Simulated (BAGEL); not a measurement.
**One shape, several levels: triplet GaH5S**

We compute a comparison of 4 runs (UHF/3-21G, ROHF/6-31G*, ROHF/def2-TZVP, UHF/def2-TZVP) of triplet GaH5S. 

The results are computed with BAGEL 1.2.2.

6 further runs of the same task are left out: 5 that didn't finish, 1 set aside as unsound or not needed.

**1. The molecule**

GaH5S: 7 atoms, total charge 0, spin state triplet. SMILES of the parent species: `[SH2+][GaH3-]`. Geometry: relaxed at PBE0-D4/def2-TZVP. That shape belongs to the parent species and isn't relaxed for this state.

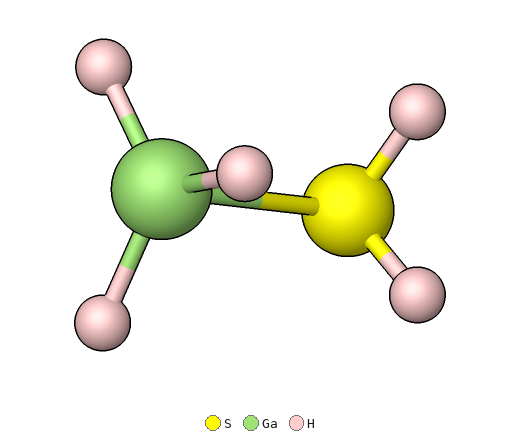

Viewed from a chosen angle; sulfur yellow, gallium green, hydrogen pink.

**2. The energy at UHF/3-21G (density fitting with qzvpp-jkfit) (run 1)**

job.json reads:

```json
{ "bagel" : [

{
  "title" : "molecule",
  "basis" : "3-21g",
  "df_basis" : "qzvpp-jkfit",
  "angstrom" : true,
  "geometry" : [
    { "atom" : "S", "xyz" : [      -0.794500,      -1.301600,       0.079900 ] },
    { "atom" : "Ga", "xyz" : [       0.181600,       1.099400,      -0.113700 ] },
    { "atom" : "H", "xyz" : [      -0.081600,      -1.698200,       1.147200 ] },
    { "atom" : "H", "xyz" : [       0.042100,      -1.903600,      -0.781700 ] },
    { "atom" : "H", "xyz" : [      -0.401300,       1.363700,      -1.552200 ] },
    { "atom" : "H", "xyz" : [      -0.587500,       1.657800,       1.141400 ] },
    { "atom" : "H", "xyz" : [       1.702400,       0.714400,       0.033400 ] }
  ]
},

{
  "title" : "uhf",
  "nopen" : 2
},

{
  "title" : "print",
  "file" : "orbitals.molden",
  "orbitals" : true
}

]}
```

Run with:

```bash
BAGEL_NUM_THREADS=1 BAGEL job.json > job.out
```

The program printed:

```text
* using 1 threads per process

  ===============================================================
  ===============================================================

  *** Geometry ***

[... 23 lines left out ...]
      * DIIS with orbital gradients will be used.

  === UHF iteration (3-21g) ===
      0      -2311.91849804          0.02054189           0.06
      1      -2311.97639079          0.00657873           0.06
      2      -2311.98884548          0.00428907           0.06
[... 26 lines of this table left out ...]
     29      -2311.99850649          0.00000001           0.06
    * SCF iteration converged.

    * S^2 (UHF) is 2.0094

    * Permanent dipole moment:
           (   -0.934851,     2.177898,    -0.299468) a.u.

    * METHOD: UHF                                  1.96

    * METHOD: PRINT                                0.00

  ===============================================================
```

It took 2.3 s on 1 thread of Arm Neoverse V2, shared host; peak memory 0.082 GiB.

**3. A single-point energy at ROHF/6-31G(d) (density fitting with qzvpp-jkfit, spherical functions) (run 2)**

input.json reads:

```json
{ "bagel" : [

{
  "title" : "molecule",
  "basis" : "6-31gs.json",
  "df_basis" : "qzvpp-jkfit",
  "angstrom" : "true",
  "geometry" : [
    { "atom" : "S", "xyz" : [   -0.794500,   -1.301600,    0.079900 ] },
    { "atom" : "Ga", "xyz" : [    0.181600,    1.099400,   -0.113700 ] },
    { "atom" : "H", "xyz" : [   -0.081600,   -1.698200,    1.147200 ] },
    { "atom" : "H", "xyz" : [    0.042100,   -1.903600,   -0.781700 ] },
    { "atom" : "H", "xyz" : [   -0.401300,    1.363700,   -1.552200 ] },
    { "atom" : "H", "xyz" : [   -0.587500,    1.657800,    1.141400 ] },
    { "atom" : "H", "xyz" : [    1.702400,    0.714400,    0.033400 ] }
  ]
},
{
  "title" : "rohf",
  "nopen" : 2
},
{
  "title" : "print",
  "file" : "orbitals.molden",
  "orbitals" : "true"
}

]}
```

The basis set 6-31G* is read from a file made from the Basis Set Exchange's data (not shown).

Run with:

```bash
BAGEL_NUM_THREADS=1 BAGEL input.json > input.out
```

The program printed:

```text
* using 1 threads per process

  ===============================================================
  ===============================================================

  *** Geometry ***

[... 23 lines left out ...]
      * DIIS with orbital gradients will be used.

  === ROHF iteration (6-31gs.json) ===
      0      -2323.01558205          0.02053631           0.09
      1      -2323.07503042          0.01180533           0.08
      2      -2323.08980018          0.00806511           0.08
[... 18 lines of this table left out ...]
     21      -2323.10427314          0.00000001           0.09
    * SCF iteration converged.

    * S^2 (ROHF) is 2.0000

    * Permanent dipole moment:
           (   -0.751849,     2.221317,    -0.291146) a.u.

    * METHOD: ROHF                                 2.03

    * METHOD: PRINT                                0.01

  ===============================================================
```

Run time: 2.4 s. Hardware: 1 thread of Arm Neoverse V2, shared host; peak memory 0.093 GiB.

**4. The energy at ROHF/def2-TZVP (density fitting with qzvpp-jkfit) (run 3)**

input.json: that of step 3 with these lines changed.

```diff
@@ -4,5 +4,5 @@
   "title" : "molecule",
-  "basis" : "6-31gs.json",
+  "basis" : "def2-tzvp.json",
   "df_basis" : "qzvpp-jkfit",
-  "angstrom" : "true",
+  "angstrom" : true,
   "geometry" : [
@@ -17,11 +17,4 @@
 },
-{
-  "title" : "rohf",
-  "nopen" : 2
-},
-{
-  "title" : "print",
-  "file" : "orbitals.molden",
-  "orbitals" : "true"
-}
+{ "title" : "rohf", "charge" : 0, "nopen" : 2 },
+{ "title" : "print", "file" : "orbitals.molden", "orbitals" : true }
```

The basis set def2-TZVP is read from a file made from the Basis Set Exchange's data (not shown).

Run with:

```bash
BAGEL_NUM_THREADS=1 BAGEL input.json > input.out
```

The program printed:

```text
* using 1 threads per process

  ===============================================================
  ===============================================================

  *** Geometry ***

[... 23 lines left out ...]
      * DIIS with orbital gradients will be used.

  === ROHF iteration (def2-tzvp.json) ===
      0      -2323.33834661          0.01549112           0.19
      1      -2323.40015537          0.00798371           0.19
      2      -2323.41888238          0.00484327           0.19
[... 19 lines of this table left out ...]
     22      -2323.44118185          0.00000001           0.19
    * SCF iteration converged.

    * S^2 (ROHF) is 2.0000

    * Permanent dipole moment:
           (   -0.583192,     2.120193,    -0.268859) a.u.

    * METHOD: ROHF                                 4.62

    * METHOD: PRINT                                0.02

  ===============================================================
```

It took 5.1 s on 1 thread of Arm Neoverse V2, shared host; peak memory 0.16 GiB.

**5. A single-point energy at UHF/def2-TZVP (density fitting with qzvpp-jkfit) (run 4)**

input.json: that of step 4 with these lines changed.

```diff
@@ -6,3 +6,3 @@
   "df_basis" : "qzvpp-jkfit",
-  "angstrom" : true,
+  "angstrom" : "true",
   "geometry" : [
@@ -17,4 +17,11 @@
 },
-{ "title" : "rohf", "charge" : 0, "nopen" : 2 },
-{ "title" : "print", "file" : "orbitals.molden", "orbitals" : true }
+{
+  "title" : "uhf",
+  "nopen" : 2
+},
+{
+  "title" : "print",
+  "file" : "orbitals.molden",
+  "orbitals" : "true"
+}
```

The basis set def2-TZVP is read from a file made from the Basis Set Exchange's data (not shown).

Run with:

```bash
BAGEL_NUM_THREADS=1 BAGEL input.json > input.out
```

The program printed:

```text
* using 1 threads per process

  ===============================================================
  ===============================================================

  *** Geometry ***

[... 23 lines left out ...]
      * DIIS with orbital gradients will be used.

  === UHF iteration (def2-tzvp.json) ===
      0      -2323.33834661          0.01549112           0.18
      1      -2323.40611321          0.00778986           0.18
      2      -2323.42459592          0.00456333           0.18
[... 25 lines of this table left out ...]
     28      -2323.44338680          0.00000001           0.18
    * SCF iteration converged.

    * S^2 (UHF) is 2.0075

    * Permanent dipole moment:
           (   -0.564203,     2.116924,    -0.267274) a.u.

    * METHOD: UHF                                  5.60

    * METHOD: PRINT                                0.02

  ===============================================================
```

Run time: 6.3 s. Hardware: 1 thread of Arm Neoverse V2, shared host; peak memory 0.16 GiB.

**6. Overview of the runs**

```tsv
run	level	energy (Eh)	dipole moment (D)	⟨S²⟩	wall time
1	UHF/3-21G (density fitting with qzvpp-jkfit)	-2311.998506	6.07	2.009	2.3 s
2	ROHF/6-31G* (density fitting with qzvpp-jkfit, spherical functions)	-2323.104273	6.01	2.000	2.4 s
3	ROHF/def2-TZVP (density fitting with qzvpp-jkfit)	-2323.441182	5.63	2.000	5.1 s
4	UHF/def2-TZVP (density fitting with qzvpp-jkfit)	-2323.443387	5.61	2.007	6.3 s
```

**7. Results**

```
            quantity           value
 run 4: total energy  -2323.44339 Eh
run 4: dipole moment          5.61 D
         run 4: ⟨S²⟩           2.007
```

**Reading.** The dipole moment (its size) runs from 5.61 D (UHF/def2-TZVP) to 6.07 D (UHF/3-21G). All runs together took 16 s, the longest 6.3 s.
